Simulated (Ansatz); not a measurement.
**AlClFHSe: two geometries relaxed**

Are the two ends of the shift of H5 from Se4 to Al2 separate minima, and which lies lower? Each is relaxed from a guess. SMILES of the start: [F][Al]([Cl])[SeH].

Program: Ansatz 0.2.0. Level of theory: RKS r2SCAN-D4/def2-SVP. These are calculated values, not measurements.

### 1 The system as given

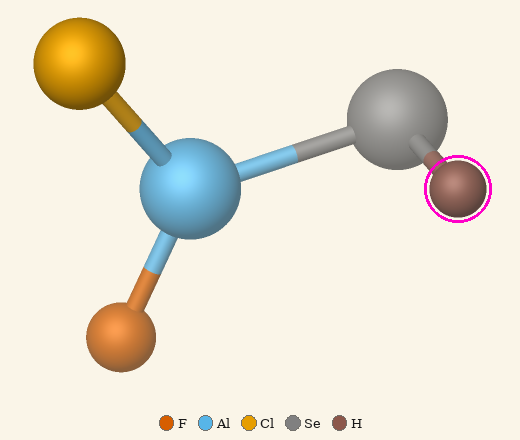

Start, viewed from a free direction; fluorine orange, aluminium blue, chlorine amber, selenium grey, hydrogen brown. Ringed: H5.

Structure file:

```xyz
5

F    -0.9822   -1.0306    1.7074
Al    0.1668   -0.2804    0.5550
Cl    2.1298   -1.2075    0.3153
Se   -0.3255    1.6772   -0.7385
H    -0.9390    0.7677   -1.8806
```

### 2 Relaxing end A

The input, input.yaml:

```yaml
crystal:
  periodic: [false, false, false]
  atoms:
    - { symbol: F, position_ang: [-0.9822, -1.0306, 1.7074] }
    - { symbol: Al, position_ang: [0.1668, -0.2804, 0.555] }
    - { symbol: Cl, position_ang: [2.1298, -1.2075, 0.3153] }
    - { symbol: Se, position_ang: [-0.3255, 1.6772, -0.7385] }
    - { symbol: H, position_ang: [-0.939, 0.7677, -1.8806] }
basis:
  gaussian: { orbitals: def2-SVP }
hamiltonian:
  xc: r2scan
  dispersion: d4
relax:
  f_tol: 0.02
  max_steps: 50
```

Launch:

```sh
> ansatz run input.yaml --threads 2 --pin off --max-ram 3072MiB --backend cpu --events-out ev --progress --plain --runs-dir out
```

The program printed (excerpt; [...] marks lines left out):

```text
Warning: RAYON_NUM_THREADS=2 ignored (pool sized by the plan → 2); use --threads N
[...]
Functional definition: r2SCAN
[...]
940 factors; their error is unknown
[...]
mean field -87188.04319352 eV, -3204.1014891836 hartree, gradient 4.6e-5 eV, S^2 0.000000; 0 other end points of the search recorded, 0 dependent functions left out
[...]
reference -87188.04320344 eV, -3204.1014895483 hartree; 37, 37 occupied and 50, 50 virtual orbitals, 940 factors
relax step   1: F+E_penalty+E_count = -87188.07189430 eV  Δ(F+E_penalty+E_count) = +0.000e0 eV  max|allowed force component| = 1.986e0 eV/Å  Δτ_max = 0.0000 Å  (27 SCF iters, accepted)
[...]
relax step   5: F+E_penalty+E_count = -87188.54689104 eV  Δ(F+E_penalty+E_count) = -2.546e-4 eV  max|allowed force component| = 1.967e-2 eV/Å  Δτ_max = 0.0037 Å  (32 SCF iters, accepted)
[...]
relax step   9: F+E_penalty+E_count = -87188.55499546 eV  Δ(F+E_penalty+E_count) = -5.818e-3 eV  max|allowed force component| = 2.281e-1 eV/Å  Δτ_max = 0.0960 Å  (26 SCF iters, accepted)
[...]
relax step  13: F+E_penalty+E_count = -87188.72509481 eV  Δ(F+E_penalty+E_count) = -5.732e-2 eV  max|allowed force component| = 8.989e-1 eV/Å  Δτ_max = 0.1938 Å  (35 SCF iters, accepted)
[...]
relax step  16: F+E_penalty+E_count = -87188.77475509 eV  Δ(F+E_penalty+E_count) = -4.135e-4 eV  max|allowed force component| = 2.409e-2 eV/Å  Δτ_max = 0.0123 Å  (30 SCF iters, accepted)
[...]
relax step  17: F+E_penalty+E_count = -87188.77479960 eV  Δ(F+E_penalty+E_count) = -4.450e-5 eV  max|allowed force component| = 1.676e-3 eV/Å  Δτ_max = 0.0031 Å  (22 SCF iters, accepted)
940 factors; their error is unknown
mean field -87188.74570829 eV, -3204.1273061251 hartree, gradient 9.6e-6 eV, S^2 0.000000; 1 other end points of the search recorded, 0 dependent functions left out
[...]
reference -87188.74571794 eV, -3204.1273064799 hartree; 37, 37 occupied and 50, 50 virtual orbitals, 940 factors
Total energy: -87188.77480925 eV, -3204.1283755659 hartree
Atom 0 at    -0.992213    -1.081626     1.077949 Å, force     0.000022     0.000664    -0.000526 eV/Å
Atom 1 at     0.310943    -0.381118     0.327660 Å, force    -0.000669    -0.001676     0.001377 eV/Å
Atom 2 at     2.230711    -1.019679     0.832603 Å, force     0.000767     0.000288    -0.000240 eV/Å
Atom 3 at    -0.021008     1.257452    -1.232973 Å, force     0.000618     0.000677    -0.000594 eV/Å
Atom 4 at    -1.478534     1.151371    -1.046640 Å, force    -0.000737     0.000047    -0.000017 eV/Å
Dipole moment:    -0.133773     0.146195    -0.133138 e Å
```

Wall time 32 s (2 threads of AMD EPYC 9R14 (Zen 4), shared host); peak memory 0.18 GiB.

Step by step:

```csv
step,energy from step 1 (eV),largest force component (eV/Å)
1,0.0000,1.9861
2,-0.4072,1.2368
3,-0.4707,0.2377
4,-0.4747,0.0405
5,-0.4750,0.0197
6,-0.4755,0.0373
7x,-0.4663,0.6416
8,-0.4773,0.0415
9,-0.4831,0.2281
10,-0.5101,0.2974
11,-0.5359,0.7804
12,-0.5959,0.9240
13,-0.6532,0.8989
14,-0.6908,0.5240
15,-0.7024,0.0979
16,-0.7029,0.0241
17,-0.7029,0.0017
```

Step 1 is the start. 1 step was tried and not accepted (marked x).

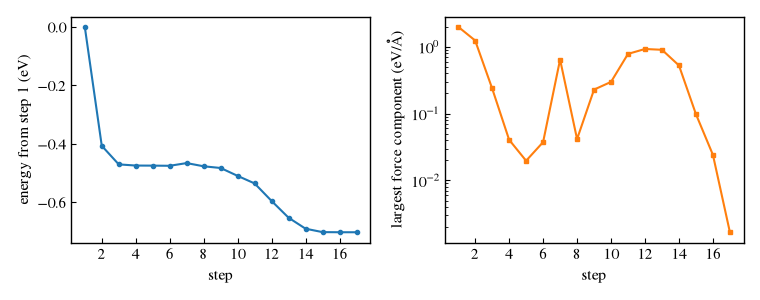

How energy and force went from step to step.

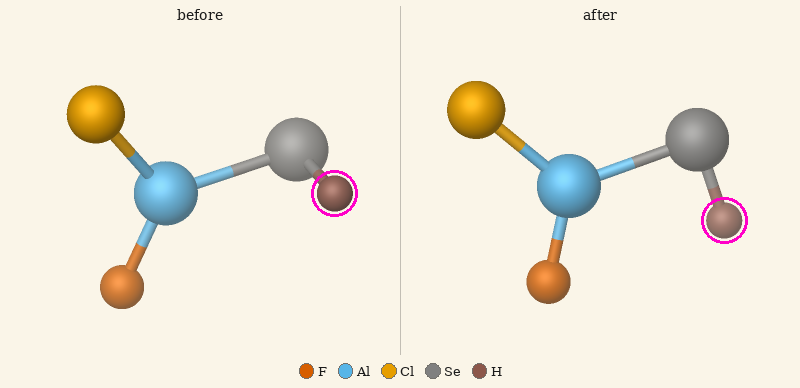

The structure before (left) and after (right), drawn at the same scale.

After: Bond lengths: F1–Al2 1.659 Å, Al2–Cl3 2.085 Å, Al2–Se4 2.287 Å, Se4–H5 1.473 Å. Angles: F1–Al2–Cl3 119.0°, F1–Al2–Se4 119.8°, Cl3–Al2–Se4 121.2°, Al2–Se4–H5 90.3°.

### 3 End point B

The second end starts from a geometry with the move made by hand.

Changes to input.yaml since step 2:

```diff
@@ -7,3 +7,3 @@
     - { symbol: Se, position_ang: [-0.3255, 1.6772, -0.7385] }
-    - { symbol: H, position_ang: [-0.939, 0.7677, -1.8806] }
+    - { symbol: H, position_ang: [-1.11982, 0.4755, 0.17444] }
 basis:
```

Launch:

```sh
> ansatz run input.yaml --threads 2 --pin off --max-ram 3072MiB --backend cpu --events-out ev --progress --plain --runs-dir out
```

The program printed (excerpt; [...] marks lines left out):

```text
Warning: RAYON_NUM_THREADS=2 ignored (pool sized by the plan → 2); use --threads N
[...]
Functional definition: r2SCAN
[...]
940 factors; their error is unknown
[...]
mean field -87186.70073049 eV, -3204.0521545774 hartree, gradient 1.1e-5 eV, S^2 0.000000; 0 other end points of the search recorded, 0 dependent functions left out
[...]
reference -87186.70073985 eV, -3204.0521549213 hartree; 37, 37 occupied and 50, 50 virtual orbitals, 940 factors
relax step   1: F+E_penalty+E_count = -87186.72910531 eV  Δ(F+E_penalty+E_count) = +0.000e0 eV  max|allowed force component| = 3.074e0 eV/Å  Δτ_max = 0.0000 Å  (29 SCF iters, accepted)
[...]
relax step   3: F+E_penalty+E_count = -87188.38889975 eV  Δ(F+E_penalty+E_count) = -4.927e-1 eV  max|allowed force component| = 7.993e-1 eV/Å  Δτ_max = 0.1972 Å  (36 SCF iters, accepted)
[...]
relax step  11: F+E_penalty+E_count = -87188.77469211 eV  Δ(F+E_penalty+E_count) = -2.136e-4 eV  max|allowed force component| = 1.193e-2 eV/Å  Δτ_max = 0.0034 Å  (30 SCF iters, accepted)
940 factors; their error is unknown
[...]
mean field -87188.74559845 eV, -3204.1273020888 hartree, gradient 9.7e-6 eV, S^2 0.000000; 1 other end points of the search recorded, 0 dependent functions left out
[...]
reference -87188.74560810 eV, -3204.1273024433 hartree; 37, 37 occupied and 50, 50 virtual orbitals, 940 factors
Total energy: -87188.77470175 eV, -3204.1283716153 hartree
Atom 0 at    -0.705134    -1.203039     1.668539 Å, force     0.011933    -0.000637    -0.004531 eV/Å
Atom 1 at     0.341302    -0.480139     0.603249 Å, force    -0.008259     0.011297    -0.003709 eV/Å
Atom 2 at     2.288037    -1.207957     0.432816 Å, force    -0.004176    -0.007543     0.006596 eV/Å
Atom 3 at    -0.360310     1.296168    -0.655663 Å, force    -0.000931     0.002157    -0.000414 eV/Å
Atom 4 at    -1.694815     1.229167    -0.035301 Å, force     0.001433    -0.005274     0.002059 eV/Å
Dipole moment:    -0.160542     0.157830    -0.071102 e Å
```

Wall time 21 s (2 threads of AMD EPYC 9R14 (Zen 4), shared host); peak memory 0.18 GiB.

The steps of the relaxation:

| step | energy from step 1 (eV) | largest force component (eV/Å) |
| --- | --- | --- |
| 1 | 0.0000 | 3.0742 |
| 2 | -1.1671 | 1.8897 |
| 3 | -1.6598 | 0.7993 |
| 4 | -1.8663 | 0.5144 |
| 5 | -1.9725 | 0.3541 |
| 6 | -2.0193 | 0.4770 |
| 7x | -2.0093 | 0.8039 |
| 8 | -2.0420 | 0.1726 |
| 9 | -2.0454 | 0.0408 |
| 10x | -2.0452 | 0.1100 |
| 11 | -2.0456 | 0.0119 |

Step 1 is the start. 2 steps were tried and not accepted (marked x).

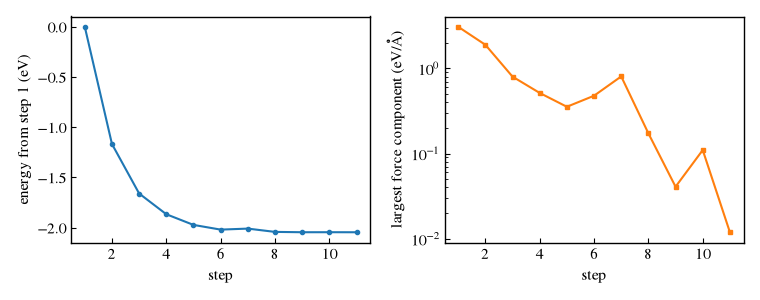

Energy and largest force along the relaxation.

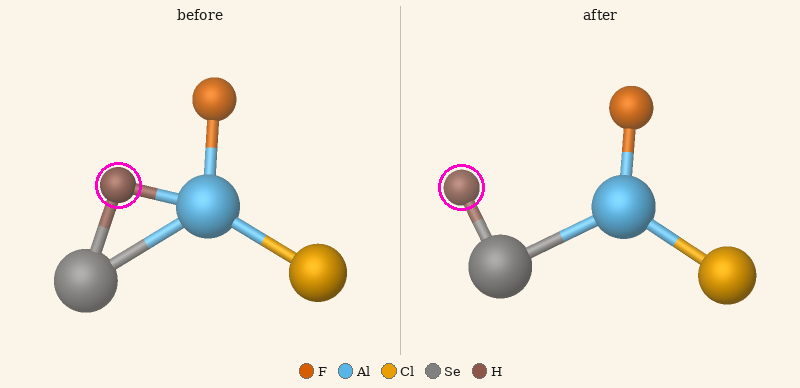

The structure before (left) and after (right), drawn at the same scale.

After: Bond lengths: F1–Al2 1.659 Å, Al2–Cl3 2.085 Å, Al2–Se4 2.287 Å, Se4–H5 1.473 Å. Angles: F1–Al2–Cl3 119.3°, F1–Al2–Se4 119.9°, Cl3–Al2–Se4 120.8°, Al2–Se4–H5 90.6°.

Pairs that crossed the distance rule for bonds on the way: moved apart Al2–H5.

### 4 What came out

```
                           quantity                     value
                              end A  15 moves, 0.703 eV lower
                              end B   8 moves, 2.046 eV lower
largest difference between the ends                    0.01 Å
            end B relative to end A                 +0.000 eV
```

**Reading.** The two relaxations end at one structure, within 0.01 Å: no second minimum was found from this start, which doesn't rule one out.
